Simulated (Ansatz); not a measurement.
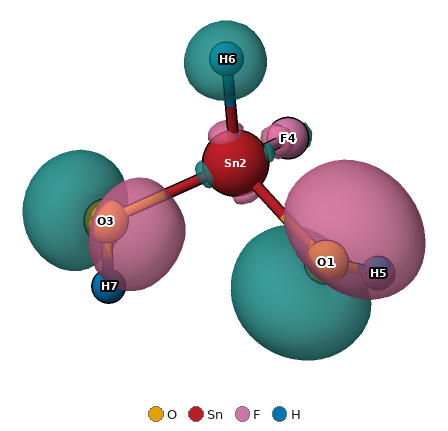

Figure 1: FH3O2Sn. One frontier orbital at ±0.1 Å⁻³ᐟ² (teal and pink are the two phases), seen across its widest extent.

Core potentials replace the inner electrons of Sn.

Method: Ansatz, UKS r2SCANh-D4/def2-SVP.

The calculation's input:

```
crystal:
  periodic: [false, false, false]
  atoms:
    - { symbol: O, position_ang: [-0.4129, 1.1049, -1.1642] }
    - { symbol: Sn, position_ang: [-0.1261, -0.0597, 0.3572] }
    - { symbol: O, position_ang: [1.7493, -0.6006, 0.3463] }
    - { symbol: F, position_ang: [-1.1729, -1.6226, 0.1985] }
    - { symbol: H, position_ang: [-1.4216, 1.3657, -1.1251] }
    - { symbol: H, position_ang: [-0.4926, 0.7956, 1.8494] }
    - { symbol: H, position_ang: [1.938, -1.0513, -0.5078] }
magnetization:
  spin_polarized: true
basis:
  gaussian: { orbitals: def2-SVP }
hamiltonian:
  xc: r2scanh
  dispersion: d4
relax:
  f_tol: 0.02
  max_steps: 50
output:
  orbitals: {}
```

Launched as:

```sh
ansatz run input.yaml --threads 2 --pin off --max-ram 3072MiB --backend cpu --events-out ev --progress --plain --runs-dir out
```

The fields are those of the run's last geometry, not of the input's.

Which orbital is it: HOMO or LUMO?

Answer. The HOMO, at −8.15 eV. It lies mainly on O1 (about 65 %), O3 (about 20 %) and Sn2 (about 10 %).
